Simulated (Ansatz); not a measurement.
**GaH3NO (doublet): density, localisation and related maps**

Input

```
crystal:
  periodic: [false, false, false]
  atoms:
    - {symbol: N, position_ang: [0.818259, 0.748115, -0.272496]}
    - {symbol: Ga, position_ang: [0.079421, -0.917118, -0.624985]}
    - {symbol: O, position_ang: [-1.210985, -1.506716, 0.487077]}
    - {symbol: H, position_ang: [1.452630, 1.129652, -0.959579]}
    - {symbol: H, position_ang: [0.176846, 1.471749, 0.028267]}
    - {symbol: H, position_ang: [-1.274072, -0.989583, 1.295515]}
basis:
  gaussian: {orbitals: def2-TZVPP}
magnetization: {spin_polarized: true, initial_magnetization: 1}
hamiltonian: {xc: pbe0, dispersion: d4}
output: {orbitals: {seedname: orbitals}}
```

Command:

```sh
ansatz run in.yaml --threads 2 --pin off --events-out ev --progress --plain --max-ram 32768MiB --backend cpu
```

Geometry: PBE0-D4/def2-TZVP.

The calculation used UKS PBE0-D4/def2-TZVPP (Ansatz 0.2.0).

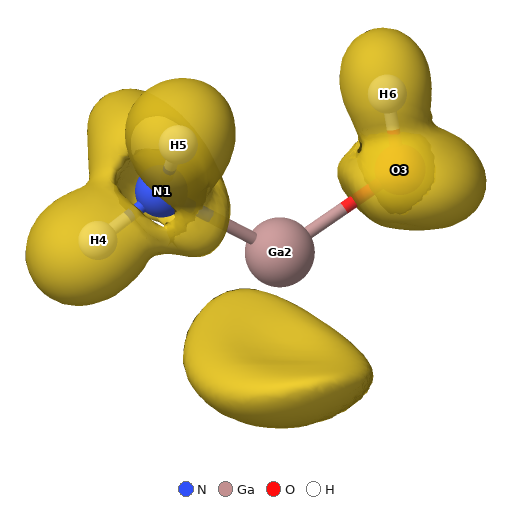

Figure 1. Isosurface of the ELF at 0.75 (yellow), seen at a tilt. Core shells and regions of very low density are left out.

Question: Where are the electrons localised?

Answer: The ELF exceeds this value in one lobe on Ga, pointing away from the bonds (non-bonding electrons), one joined region spread over several atoms (H, N), in which their bonds and any lone pairs are merged and one joined region spread over several atoms (H, O), in which their bonds and any lone pairs are merged. Along the contacts the grid gives the following. Ga–O (1.80 Å): the ELF peaks at about 0.85 in the valence shell of O, 0.6 Å from its nucleus, and is about 0.25 at the midpoint. Ga–N (1.86 Å): the ELF peaks at about 0.85 in the valence shell of N, 0.6 Å from its nucleus, and is about 0.30 at the midpoint.

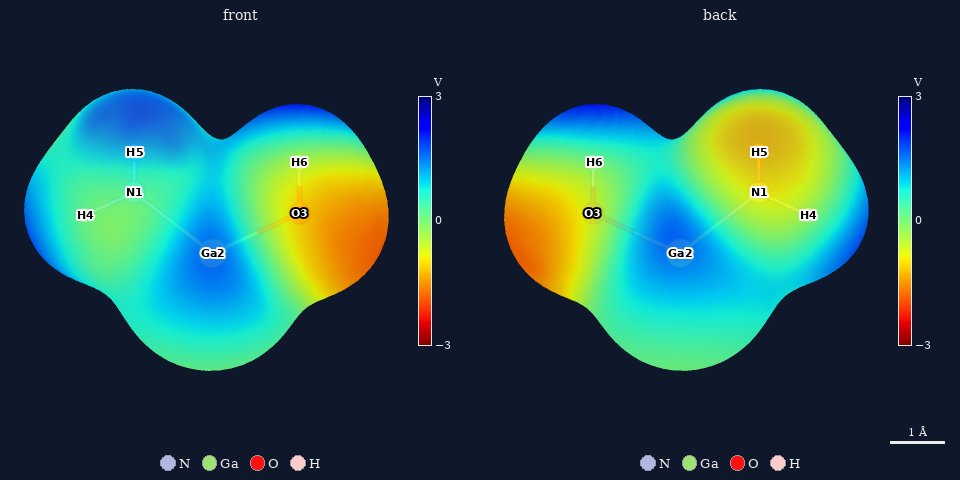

Figure 2. The electrostatic potential painted on the density surface at 0.002 e/bohr³, seen from the front and from behind; the colour scale runs from red (negative) to blue (positive).

Question: Which sites attract a positive test charge, and which a negative one?

Answer: A positive charge is drawn to the negative regions and a negative charge to the positive ones. The most negative region (about −1.8 V, or −42 kcal/mol for a unit charge) lies over O3, the most positive (about +2.0 V, or +46 kcal/mol for a unit charge) over H6. O3 is the likeliest acceptor of a hydrogen bond.

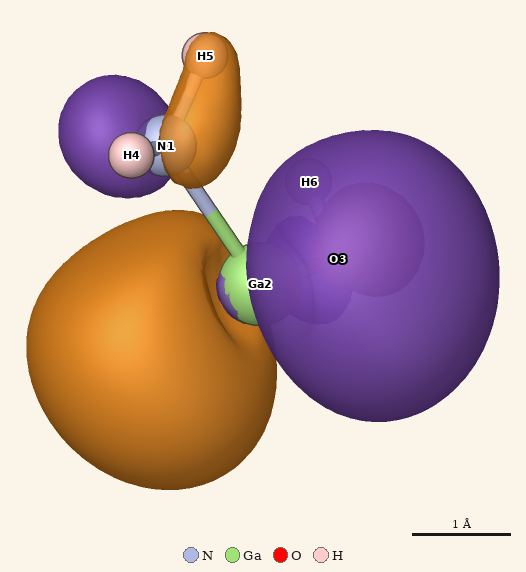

Figure 3. The LUMO (α) at ±0.1 Å⁻³ᐟ² (orange and purple are the two phases), seen at an oblique angle.

Question: What is the character of this orbital?

Answer: By Hirshfeld shares it lies mainly on Ga2 (about 80 %), N1 (about 10 %) and O3 (about 5 %). Its energy is −0.64 eV.

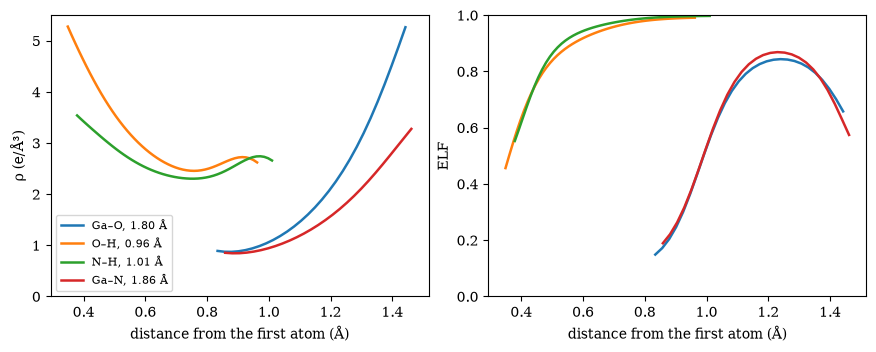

Figure 4. Electron density and ELF along straight lines between neighbouring atoms. The curves leave out the atomic cores.

Question: Compare the contacts.

Answer: Ga–O (1.80 Å): the density is about 0.88 e/Å³ at the midpoint; the ELF peaks at about 0.85 in the valence shell of O, 0.6 Å from its nucleus, and is about 0.25 at the midpoint.
O–H (0.96 Å): ρ is about 3.7 e/Å³ halfway; the ELF climbs to about 1 towards the hydrogen, as it does in any bond to H: an ordinary covalent bond to hydrogen.
N–H (1.01 Å): the density is about 2.9 e/Å³ at the midpoint; the ELF climbs to about 1 towards the hydrogen; an ordinary covalent bond to hydrogen.
Ga–N (1.86 Å): ρ is about 0.86 e/Å³ halfway; the ELF peaks at about 0.85 in the valence shell of N, 0.6 Å from its nucleus, and is about 0.30 at the midpoint.
